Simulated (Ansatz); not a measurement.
Relaxed GaP (zinc blende):

```
GaP
1.0
    0.00000     2.72587     2.72587
    2.72587     0.00000     2.72587
    2.72587     2.72587     0.00000
P Ga
1 1
Cartesian
  4.08880   4.08880   4.08880
  0.00000   0.00000   0.00000
```

Scan: atom 2 (Ga, nearest neighbour P at 2.361 Å; its periodic images, 3.9 Å or more away, move with it) is displaced along Cartesian x, direction (1.000, 0.000, 0.000) in Cartesian axes, by s. The other atoms stay.

Computed with r2SCAN (plane waves to 500 eV, PAW, scalar-relativistic; Ansatz, a first-principles code). k mesh 8×8×8 (Γ-centred), Fermi-Dirac smearing 0.05 eV. Energies are smeared free energies. F∥ is the force on the atom along that direction. GaP was relaxed with its symmetry unable to fall. The PAW data are Ansatz's earlier set. The zero of ΔE is the undisplaced structure.

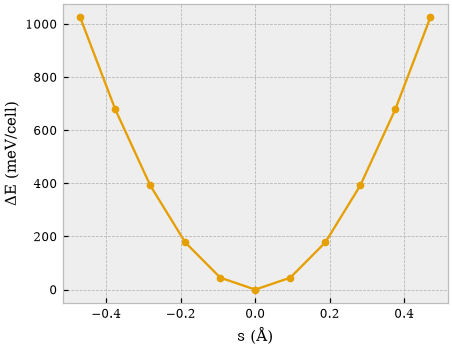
Figure: ΔE (meV/cell) against s (Å); markers are the computed points, lines only join them.

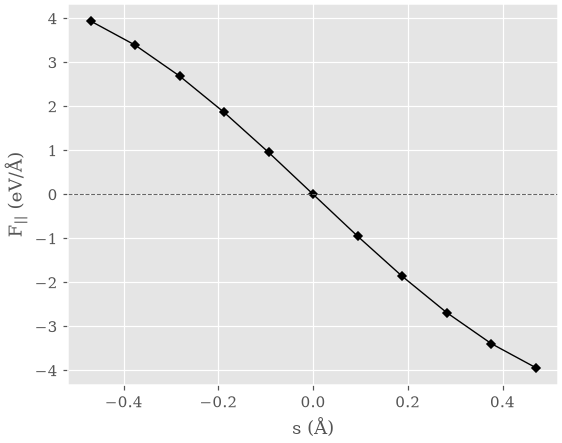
*F∥ (eV/Å) against s (Å); markers are the computed points, lines only join them.*

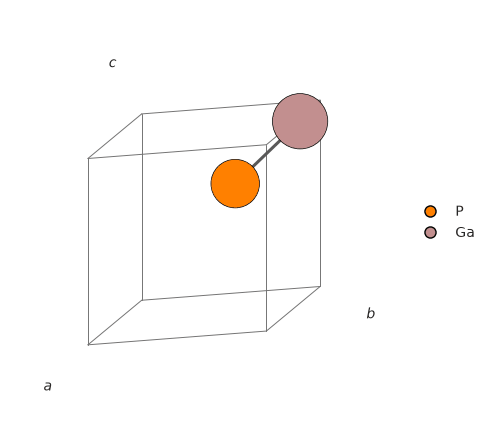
*The cell of the calculation at s = -0.470 Å.*

The zone-centre optical wavenumber from k (transverse: no LO-TO term) is 360 cm⁻¹ and the energy at s = 0.470 Å is 1025 meV/cell. The force along the line at s = -0.470 Å is 3.94 eV/Å and the force constant k = d²E/ds² at s = 0 (finite differences) is 10.2 eV/Å². Shape of the curve: a single well with its minimum at or next to zero displacement.

Reduced mass μ = 21.45 u; ν̃ = 521.5·√(k/μ) with k = 10.21 eV/Å².

(A displaced cell: forces are minus the slopes of the energy, force constants its curvatures, and phonons follow from these.)
